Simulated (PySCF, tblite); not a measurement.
# C₃H₆BF₃O: geometry, infrared bands and NMR shifts

Aim: predict the infrared bands and NMR shifts of C₃H₆BF₃O (`FCCCOB(F)F`).

Programs: tblite 0.8.0 and PySCF 2.14.0, with density-fitted response routines of our own. Each step states its level of theory. These are calculated values for one molecule in the gas phase, unless marked as measured. Atoms count from 0, in the outputs and in this text.

### 1 The molecule as given

14 atoms, charge 0, multiplicity 1; geometry from: force field or distance geometry start.

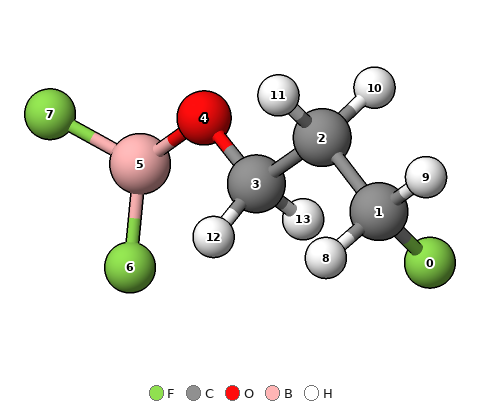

As it starts; fluorine green, carbon grey, oxygen red, boron pink, hydrogen white, atoms numbered.

### 2 Optimising the geometry with GFN2-xTB

Job settings and geometry (Å):

```
{"job": {"kind": "relax", "xc": "GFN2-xTB", "basis": "xTB"}, "charge": 0, "multiplicity": 1}
F     -2.168000     0.531600    -1.218600
C     -2.103500     0.339100     0.148600
C     -0.904000    -0.583500     0.393800
C      0.379300     0.028200    -0.120300
O      1.482000    -0.791900     0.092700
B      2.730400    -0.185000    -0.414800
F      2.737600     1.185700    -0.941000
F      3.964700    -0.516600     0.323800
H     -1.875800     1.300000     0.671100
H     -3.043500    -0.105500     0.553400
H     -1.141800    -1.576100    -0.075100
H     -0.797100    -0.751100     1.491600
H      0.469600     1.038800     0.304100
H      0.269300     0.086000    -1.231700
```

Launch:

```sh
> OMP_NUM_THREADS=1 python probes_run.py task.json out
```

The driver reads the jobs from task.json and runs them one after another.

The log of the run:

```text
step      E/eV     max force
  0    -790.91216    4.855
  1    -791.84894    2.779
  2    -792.22871    3.422
  3    -792.39398    0.932
  4    -792.42940    0.693
  5    -792.47715    0.364
  6    -792.48384    0.271
  7    -792.49433    0.252
  8    -792.50079    0.330
  9    -792.51118    0.369
 10    -792.52027    0.277
 11    -792.52959    0.203
 12    -792.53745    0.196
 13    -792.54525    0.247
 14    -792.55224    0.180
 15    -792.55717    0.157
 16    -792.56079    0.154
 17    -792.56406    0.175
 18    -792.56699    0.153
 19    -792.56951    0.143
 20    -792.57179    0.158
 21    -792.57436    0.151
 22    -792.57746    0.191
 23    -792.58061    0.169
 24    -792.58312    0.126
 25    -792.58489    0.113
 26    -792.58621    0.106
 27    -792.58737    0.088
 28    -792.58852    0.074
 29    -792.58962    0.085
 30    -792.59074    0.095
 31    -792.59196    0.091
 32    -792.59316    0.086
 33    -792.59419    0.073
 34    -792.59503    0.082
 35    -792.59568    0.082
 36    -792.59612    0.050
 37    -792.59636    0.036
 38    -792.59650    0.025
 39    -792.59660    0.020
 40    -792.59667    0.019
 41    -792.59673    0.020
 42    -792.59680    0.018
 43    -792.59686    0.021
 44    -792.59692    0.018
 45    -792.59699    0.021
 46    -792.59708    0.023
 47    -792.59719    0.028
 48    -792.59729    0.032
 49    -792.59740    0.025
 50    -792.59751    0.024
 51    -792.59761    0.026
 52    -792.59770    0.026
 53    -792.59782    0.029
 54    -792.59799    0.035
 55    -792.59824    0.038
 56    -792.59848    0.031
 57    -792.59863    0.025
 58    -792.59871    0.023
 59    -792.59881    0.023
 60    -792.59900    0.033
 61    -792.59932    0.039
 62    -792.59970    0.039
 63    -792.59995    0.038
 64    -792.60010    0.028
 65    -792.60017    0.021
 66    -792.60023    0.018
 67    -792.60030    0.022
 68    -792.60038    0.019
 69    -792.60041    0.014
 70    -792.60045    0.012
 71    -792.60047    0.013
 72    -792.60050    0.013
 73    -792.60053    0.014
 74    -792.60056    0.014
 75    -792.60060    0.017
 76    -792.60065    0.017
 77    -792.60072    0.023
 78    -792.60080    0.023
 79    -792.60090    0.029
 80    -792.60099    0.032
 81    -792.60110    0.032
 82    -792.60124    0.032
 83    -792.60141    0.053
 84    -792.60157    0.036
 85    -792.60177    0.033
 86    -792.60194    0.029
 87    -792.60205    0.030
 88    -792.60222    0.028
 89    -792.60232    0.022
 90    -792.60241    0.024
 91    -792.60249    0.027
 92    -792.60254    0.028
 93    -792.60258    0.018
 94    -792.60261    0.017
 95    -792.60264    0.017
 96    -792.60271    0.024
 97    -792.60284    0.033
 98    -792.60302    0.035
 99    -792.60325    0.045
100    -792.60351    0.055
101    -792.60219    0.320
102    -792.60399    0.049
103    -792.60438    0.049
104    -792.59879    0.400
105    -792.60456    0.037
106    -792.60545    0.079
107    -792.60010    0.713
108    -792.60720    0.064
109    -792.60831    0.051
110    -792.61005    0.438
111    -792.61208    0.041
112    -792.61386    0.069
113    -792.61222    0.561
114    -792.61673    0.089
115    -792.61811    0.093
116    -792.61627    0.516
117    -792.62031    0.042
118    -792.62119    0.069
119    -792.62081    0.285
120    -792.62232    0.049
121    -792.62261    0.058
122    -792.62283    0.118
123    -792.62308    0.042
124    -792.62316    0.029
125    -792.62332    0.026
126    -792.62339    0.036
127    -792.62346    0.055
128    -792.62355    0.069
129    -792.62369    0.078
130    -792.62391    0.084
131    -792.62426    0.074
132    -792.62478    0.060
133    -792.62555    0.069
134    -792.62653    0.077
135    -792.62065    0.596
136    -792.62702    0.109
137    -792.62729    0.053
138    -792.62765    0.024
139    -792.62793    0.110
140    -792.62811    0.049
141    -792.62827    0.030
142    -792.62870    0.032
143    -792.62896    0.061
144    -792.62920    0.034
145    -792.62935    0.061
146    -792.62952    0.029
147    -792.62962    0.045
148    -792.62971    0.024
149    -792.62978    0.030
150    -792.62989    0.053
151    -792.62996    0.030
152    -792.63009    0.040
153    -792.63020    0.024
154    -792.63025    0.053
155    -792.63033    0.026
156    -792.63039    0.020
157    -792.63046    0.017
158    -792.63050    0.013
159    -792.63051    0.012
160    -792.63053    0.010
161    -792.63054    0.012
162    -792.63055    0.007
```

Run time: 0.83 s. Hardware: 1 thread of Arm Neoverse V1, shared host; peak memory 0.18 GiB.

Relaxation path: (not every step is listed)

```csv
step,energy from step 0 (eV),largest force (eV/Å)
0,0.0000,4.8553
1,-0.9368,2.7794
2,-1.3166,3.4222
3,-1.4818,0.9323
4,-1.5172,0.6928
5,-1.5650,0.3636
6,-1.5717,0.2706
7,-1.5822,0.2517
8,-1.5886,0.3300
22,-1.6653,0.1907
36,-1.6840,0.0504
50,-1.6854,0.0243
64,-1.6879,0.0278
78,-1.6886,0.0232
92,-1.6904,0.0281
106,-1.6933,0.0794
120,-1.7102,0.0489
134,-1.7144,0.0766
148,-1.7176,0.0240
157,-1.7183,0.0167
158,-1.7183,0.0135
159,-1.7183,0.0115
160,-1.7184,0.0105
161,-1.7184,0.0122
162,-1.7184,0.0068
```

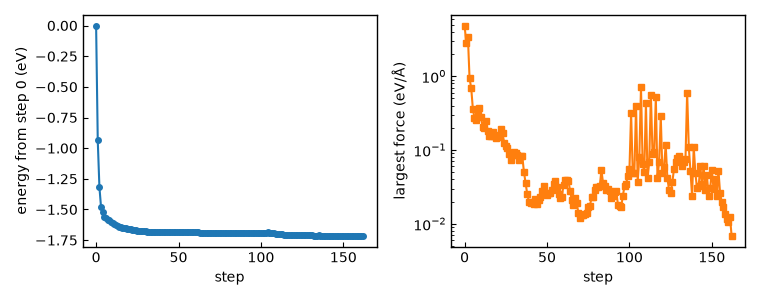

Energy and largest force along the relaxation.

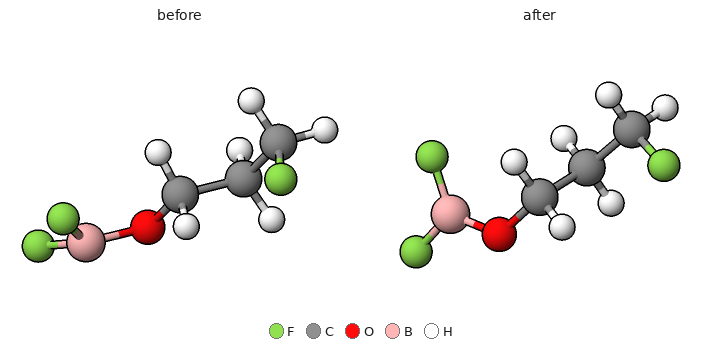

Before and after, at one scale.

Close pairs (by a distance rule), those that changed most:

```csv
bond,before (Å),after (Å),change (Å)
O4–B5,1.478,1.317,-0.161
B5–F7,1.476,1.318,-0.158
B5–F6,1.468,1.331,-0.138
C2–H10,1.123,1.091,-0.032
C3–O4,1.391,1.422,+0.032
C3–H13,1.118,1.093,-0.025
C2–H11,1.116,1.091,-0.025
C1–H8,1.117,1.095,-0.022
```

The next job starts from the end point, and lists it.

### 3 Infrared spectrum with GFN2-xTB

Job settings and geometry (Å):

```
{"job": {"kind": "ir", "xc": "GFN2-xTB", "basis": "xTB"}, "charge": 0, "multiplicity": 1}
F     -2.622697     0.076549    -0.910699
C     -2.005526     0.287494     0.297859
C     -0.650974    -0.405240     0.328202
C      0.289230     0.168958    -0.732655
O      1.535106    -0.517506    -0.726378
B      2.537413    -0.224474     0.075642
F      2.522512     0.770010     0.959628
F      3.649540    -0.929967     0.029442
H     -1.907456     1.371644     0.413849
H     -2.674385    -0.114164     1.065006
H     -0.781689    -1.472956     0.144293
H     -0.209831    -0.272190     1.316995
H      0.450960     1.237241    -0.552989
H     -0.132881     0.024129    -1.730361
```

The log of the run:

```text
mode    cm-1     km/mol
  1      20.2      3.63
  2      47.0      4.83
  3      88.0      2.64
  4     114.1      2.35
  5     188.5      4.51
  6     254.2      1.95
  7     333.3      2.26
  8     403.6     30.65
  9     470.4      0.07
 10     534.4     78.98
 11     557.1     81.41
 12     782.1      8.56
 13     819.5      4.42
 14     893.7      2.10
 15     942.9     21.69
 16    1071.3     66.31
 17    1078.9     58.27
 18    1093.8     16.99
 19    1113.0     12.49
 20    1181.9      7.69
 21    1218.2      8.53
 22    1260.0     18.63
 23    1269.9    370.89
 24    1291.7     14.25
 25    1325.6     11.40
 26    1344.5     76.16
 27    1415.9    659.13
 28    1443.5      2.67
 29    1458.5     31.15
 30    1461.8      7.99
 31    2928.1     23.06
 32    2949.1     25.17
 33    2958.5     22.05
 34    2965.2      5.39
 35    3002.1     25.29
 36    3005.9     17.76
```

It took 0.34 s on 1 thread of Arm Neoverse V1, shared host; peak memory 0.18 GiB.

The strongest bands and the atoms that carry them (share of the mass-weighted mode):

```csv
cm⁻¹,km/mol,atoms
534,79.0,"B5 53 %, O4 14 %"
557,81.4,"O4 32 %, B5 28 %"
1071,66.3,"C3 36 %, O4 33 %"
1079,58.3,"C1 33 %, C2 20 %, F0 15 %"
1270,370.9,"B5 63 %, F7 12 %"
1344,76.2,"H12 22 %, C2 17 %, H10 16 %, H13 15 %"
1416,659.1,"B5 59 %, O4 25 %"
1458,31.1,"H12 29 %, H13 29 %, H11 14 %, H10 14 %"
```

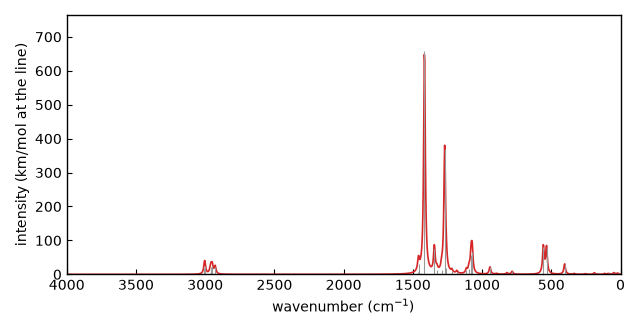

The infrared spectrum from these modes, unscaled. Lines are broadened to a width of 14 cm⁻¹ (Lorentzian).

### 4 Shielding tensors: PBE0/pcSseg-1

The job, as its differences from that of step 3:

```diff
@@ -1,2 +1,2 @@
-{"job": {"kind": "ir", "xc": "GFN2-xTB", "basis": "xTB"}, "charge": 0, "multiplicity": 1}
+{"job": {"kind": "nmr", "xc": "PBE0", "basis": "pcSseg-1"}, "charge": 0, "multiplicity": 1}
 F     -2.622697     0.076549    -0.910699
```

With the program's defaults for keys left out, this is: GIAO PBE0/pcSseg-1 NMR shielding, non-relativistic, gas phase.

The log of the run:

```text
coarse grid: 12408 points
cycle   1  E = -516.9190768232  dE =  9.879e-01  |g| = 8.813e-01  |ddm| = 3.133e+00
cycle   2  E = -516.8247202574  dE =  9.436e-02  |g| = 1.200e+00  |ddm| = 1.088e+00
cycle   3  E = -517.0425602577  dE = -2.178e-01  |g| = 7.911e-02  |ddm| = 6.552e-01
cycle   4  E = -517.0433326278  dE = -7.724e-04  |g| = 4.755e-02  |ddm| = 6.565e-02
cycle   5  E = -517.0437007776  dE = -3.681e-04  |g| = 6.895e-03  |ddm| = 2.735e-02
cycle   6  E = -517.0437067301  dE = -5.953e-06  |g| = 3.083e-03  |ddm| = 5.378e-03
final grid: 123088 points
cycle   7  E = -517.1170492736  dE = -6.072e-05  |g| = 1.230e-02  |ddm| = 2.207e-02
cycle   8  E = -517.1170162197  dE =  3.305e-05  |g| = 1.872e-02  |ddm| = 1.546e-02
cycle   9  E = -517.1170745922  dE = -5.837e-05  |g| = 1.028e-03  |ddm| = 9.728e-03
cycle  10  E = -517.1170748108  dE = -2.186e-07  |g| = 2.743e-04  |ddm| = 9.035e-04
cycle  11  E = -517.1170748268  dE = -1.609e-08  |g| = 6.562e-05  |ddm| = 2.206e-04
cycle  12  E = -517.1170748275  dE = -6.531e-10  |g| = 2.402e-05  |ddm| = 4.971e-05
converged SCF energy = -517.1170748275

GIAO shielding tensors (ppm)
atom      isotropic    diamagn.    paramagn.     s11        s22        s33       span
  0 F      423.960     472.604     -48.644    376.936    431.428    463.518     86.582
  1 C      103.848     241.241    -137.393     65.637     85.454    160.452     94.815
  2 C      149.599     250.533    -100.934    130.952    148.825    169.021     38.069
  3 C      119.331     245.947    -126.616     84.688    107.091    166.215     81.526
  4 O      239.858     392.483    -152.626    141.990    256.323    321.260    179.270
  5 B       87.396     196.407    -109.012     74.426     79.468    108.292     33.866
  6 F      312.125     470.466    -158.341    188.599    355.015    392.760    204.161
  7 F      304.335     465.632    -161.297    188.125    359.078    365.801    177.675
  8 H       27.084      28.738      -1.654     22.679     27.733     30.840      8.160
  9 H       26.737      27.440      -0.704     22.053     27.052     31.105      9.052
 10 H       29.284      30.824      -1.540     25.819     28.670     33.364      7.545
 11 H       30.229      32.426      -2.197     25.924     30.417     34.347      8.423
 12 H       27.470      31.566      -4.097     23.077     28.433     30.899      7.822
 13 H       27.205      29.546      -2.340     21.812     28.331     31.473      9.662
```

Wall time 21 s (1 thread of Arm Neoverse V1, shared host); peak memory 0.74 GiB.

Shifts follow as δ = σ(reference) − σ, with reference shieldings (ppm) from runs at the same level and on the same kind of geometry: ¹H TMS 31.72, ¹³C TMS 186.9, ¹⁹F CFCl3 170.9, ¹⁷O H2O 336.1, ¹¹B BF3·OEt2 100.1. The references are single molecules in the gas phase, so shifts against H2O, NH3, PH3, H3PO4 or CFCl3 are not on the usual liquid scales and can be off by tens of ppm. Atoms listed in one row are averaged.

```csv
atoms,environment,σ (ppm),δ (ppm),δ scaled to CDCl3
C1,sp3 CH2 bonded to F,103.8,83.1,79.2
C3,sp3 CH2 bonded to O,119.3,67.6,64.1
C2,sp3 CH2,149.6,37.3,34.5
"H8, H9",hydrogen on an sp3 CH2 bonded to F,26.91,4.81,4.64
"H12, H13",hydrogen on an sp3 CH2 bonded to O,27.34,4.38,4.23
"H10, H11",hydrogen on an sp3 CH2,29.76,1.96,1.95
"F6, F7",fluorine bonded to B,308.2,-137.3,–
F0,fluorine on an sp3 carbon,424.0,-253.0,–
O4,"oxygen bonded to C, B",239.9,96.2,–
B5,"boron bonded to 2 F, O",87.4,12.7,–
```

The scaled column applies a straight-line fit of computed shieldings to shifts measured in CDCl3, and one for carbons that bear F (root-mean-square error 0.16 ppm for H, 1.9 ppm for C).

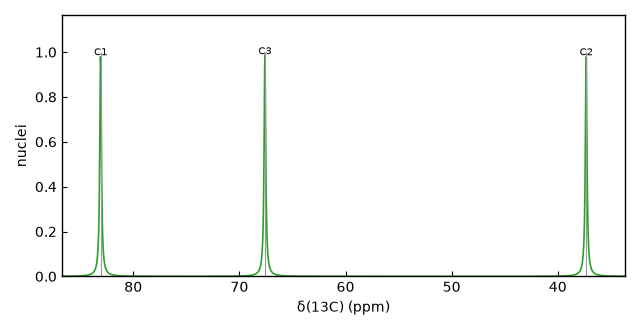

¹³C lines at the computed shifts, without couplings. Lines are broadened to a width of 0.18 ppm (Lorentzian).

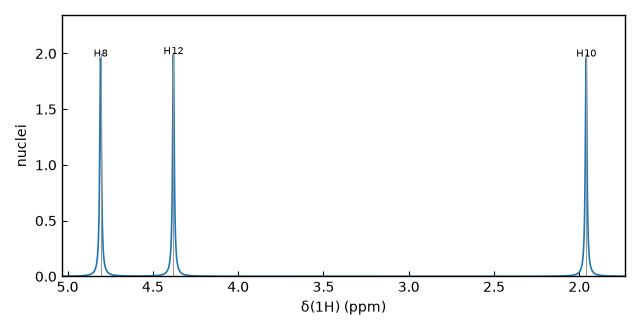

¹H lines at the computed shifts, without couplings. Lines are broadened to a width of 0.01 ppm (Lorentzian).

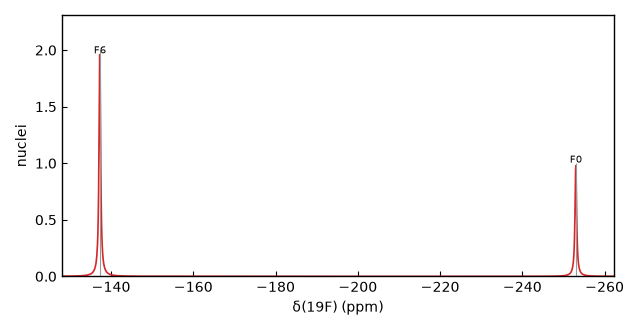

¹⁹F lines at the computed shifts, without couplings. Lines are broadened to a width of 0.46 ppm (Lorentzian).

Charges from the same density, by scheme (e):

```csv
atoms,Mulliken,IAO,Hirshfeld,ESP fit
F0,-0.34,-0.33,-0.12,-0.24
C1,0.16,0.05,0.03,0.04
C2,-0.33,-0.29,-0.08,-0.14
C3,0.09,-0.05,0.02,0.28
O4,-0.48,-0.41,-0.18,-0.56
B5,0.76,0.81,0.35,0.89
"F6, F7",-0.31,-0.34,-0.15,-0.33
```

Hirshfeld charges:

F0 -0.12; C1 0.03; C2 -0.08; C3 0.02; O4 -0.18; B5 0.35; F6 -0.15; F7 -0.15; H8 0.05; H9 0.05; H10 0.05; H11 0.05; H12 0.04; H13 0.05

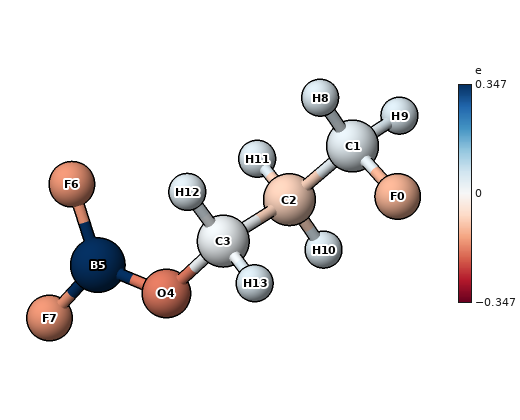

Hirshfeld charges, as colours on the atoms.

Mayer bond orders: F0–C1 0.88, C1–C2 1.04, C2–C3 1.02, C3–O4 0.83, O4–B5 1.24, B5–F6 1.04, B5–F7 1.12.

### 5 Results

```
                                                                 quantity                  value
                                strongest single infrared mode (GFN2-xTB)  1416 cm⁻¹, 659 km/mol
                                             zero-point energy (GFN2-xTB)          61.9 kcal/mol
                                   ¹³C shifts against TMS (PBE0/pcSseg-1)   83.1, 67.6, 37.3 ppm
   ¹H shifts against TMS (PBE0/pcSseg-1, means over atoms taken as alike)   4.81, 4.38, 1.96 ppm
¹⁹F shifts against CFCl3 (PBE0/pcSseg-1, means over atoms taken as alike)     -137.3, -253.0 ppm
                                   ¹⁷O shifts against H2O (PBE0/pcSseg-1)               96.2 ppm
                              ¹¹B shifts against BF3·OEt2 (PBE0/pcSseg-1)               12.7 ppm
```

In words: Over 162 steps the energy fell by 1.718 eV; of the close pairs, O4–B5 changed most, 1.478 to 1.317 Å. No mode is imaginary among the 36: a minimum at this level. The strongest single mode, at 1416 cm⁻¹, moves mainly B5. Unscaled tight-binding wavenumbers are off by several per cent, some by more. Its intensities can rank the bands wrongly. C1 (sp3 CH2 bonded to F) lies farthest downfield among carbon, at 83.1 ppm; pulled downfield by the heteroatom. The most deshielded hydrogen is H8, H9 (mean) (hydrogen on an sp3 CH2 bonded to F), at 4.81 ppm: its carbon carries F, an electronegative neighbour. At PBE0/pcSseg-1: Shielding is most anisotropic at F6, F7 (span 191 ppm, paramagnetic term -160 ppm).
